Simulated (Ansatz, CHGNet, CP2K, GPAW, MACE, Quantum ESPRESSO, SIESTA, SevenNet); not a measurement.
**Other levels on random packing of Al88Ni5Y8 (at. %) (105 atoms)**

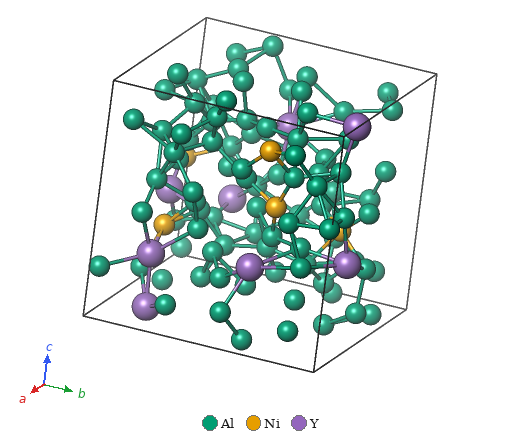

The cell (aluminium teal, nickel orange, yttrium purple). Bonds to atoms that aren't drawn are left out. Some periodic images of atoms are drawn too.

Density of this cell: 2.98 g/cm³. The cell holds 105 atoms: 92 Al, 5 Ni and 8 Y. Its edges and angles: a = 12.476 Å, b = 12.476 Å, c = 12.476 Å, α = 90.0°, β = 90.0°, γ = 90.0°. 105 atoms (92 Al, 5 Ni, 8 Y) packed at random in a cube at 2.98 g/cm³ and pushed apart as soft spheres; a start for melting by ab initio MD, not an equilibrated structure. Then every atom was moved at random, 0.03 Å r.m.s. a Cartesian component.

Geometry: as built.

The reference, a calculation:

| Quantity | Value |
| --- | --- |
| method | Kohn-Sham DFT, PBE, PAW, plane waves (Ansatz 0.2.0); cutoff 420 eV, Γ point, fermi-dirac smearing of 0.05 eV, spin polarised, started with 5 parallel moments, ending at 0.0 μB in the cell; PAW set soft_2 |
| r.m.s. force component | 1.357 eV/Å |
| longest force | 5.31 eV/Å |
| pressure | 15.46 GPa |
| SCF cycles | 30 |
| time | 2.1 min on 4 threads of Arm Neoverse V1, shared host |
| CPU time | 8.1 min |

Q: Estimate the differences from the reference, the CPU time and the memory of each run.
- CP2K PBE, SZV-MOLOPT-SR, 800/50 Ry, diagonalisation (CP2K 2026.2; 2 threads)
- CP2K PBE, DZVP-MOLOPT-SR, 800/50 Ry, diagonalisation (CP2K 2026.2; 2 threads)
- SevenNet l3i5 potential (SevenNet l3i5; 1 thread)
- MACE MP-0b3 medium potential (MACE MP-0b3 medium; 1 thread)
- QE PBE, sssp-1.3.0-efficiency, 60/480 Ry (Quantum ESPRESSO 7.5; 4 MPI ranks)
- CHGNet r2SCAN potential (CHGNet r2SCAN; 1 thread)

Differences are against the plane-wave reference, forces as r.m.s. over components; share is that over the reference's r.m.s. force, slope the least-squares factor from reference forces to these. Total energies of different programs have different zeros and aren't compared.

| run | Δ force, r.m.s. (meV/Å) | share (%) | slope | Δ pressure (GPa) | cores | CPU time | memory (GiB) |
| --- | --- | --- | --- | --- | --- | --- | --- |
| reference | - | - | - | - | 4 | 8.1 min | 3.8 |
| CP2K PBE, SZV-MOLOPT-SR, 800/50 Ry, diagonalisation (coarse) | 323 | 23.8 | 1.038 | 5.87 | 2 | 15 min | 13 |
| CP2K PBE, DZVP-MOLOPT-SR, 800/50 Ry, diagonalisation | 30.2 | 2.23 | 0.992 | -0.274 | 2 | 31 min | 13 |
| SevenNet l3i5 potential | 250 | 18.4 | 1.036 | 0.223 | 1 | 11 s | 1.4 |
| MACE MP-0b3 medium potential | 262 | 19.3 | 1.089 | 0.704 | 1 | 9 s | 1.0 |
| QE PBE, sssp-1.3.0-efficiency, 60/480 Ry | 6.88 | 0.507 | 1.004 | 0.0876 | 4 | 1.7 h | 11 |
| CHGNet r2SCAN potential | 278 | 20.5 | 0.954 | -4.55 | 1 | 4.4 s | 1.0 |

Rows marked coarse were listed beforehand as settings not expected to be converged; some can still land near the reference.

Times of the machine-learned potentials are mostly Python's start and the loading of weights.

CPU time is summed over cores on a shared host, where runs went side by side, so it is rough. Symmetry, cutoffs, thresholds, outputs and thread counts weren't matched or tuned between programs; memory under MPI is the largest rank's times the ranks.

PBE on plane waves or a grid with other potentials, cutoffs or grids, coarse settings apart, differs from the reference by 0.51 % (QE PBE, sssp-1.3.0-efficiency, 60/480 Ry) of the r.m.s. force; this holds the reference's own error, so differences of a few per cent don't tell which side is nearer the exact PBE result (QE's 60 Ry are 816 eV, against the reference's 420 eV). The PBE run in local orbitals, coarse settings apart, differs by 2.2 % (CP2K PBE, DZVP-MOLOPT-SR, 800/50 Ry, diagonalisation); basis, grid and potentials can all enter. Machine-learned potentials differ by 18 % (SevenNet l3i5 potential) to 21 % (CHGNet r2SCAN potential); they were trained on other programs' data, some at another functional. Runs with settings chosen to be coarse differ by 24 % (CP2K PBE, SZV-MOLOPT-SR, 800/50 Ry, diagonalisation), their programs' other errors included. Machine-learned potentials mimic data converged in k, so the reference's own k-point error enters their differences. The run was spin polarised, started with 5 parallel moments, ending at 0.0 μB in the cell; the starting moments vanished. The electronic-structure runs sample only Γ, in a cell whose shortest periodic width is 12 Å, which is coarse for a cell with partly filled levels.

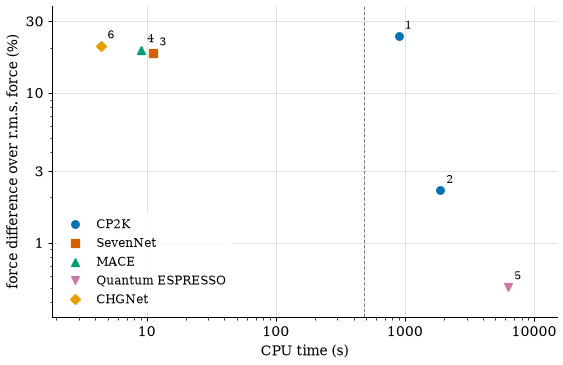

Force difference against CPU time; the dashed line marks the reference's time. Points: 1 CP2K PBE, SZV-MOLOPT-SR, 800/50 Ry, diagonalisation; 2 CP2K PBE, DZVP-MOLOPT-SR, 800/50 Ry, diagonalisation; 3 SevenNet l3i5 potential; 4 MACE MP-0b3 medium potential; 5 QE PBE, sssp-1.3.0-efficiency, 60/480 Ry; 6 CHGNet r2SCAN potential.

[Hosts, paths, dates, database ids (printed as entryN), source tags and the programs' standing remarks are cut or masked in the printed files.]
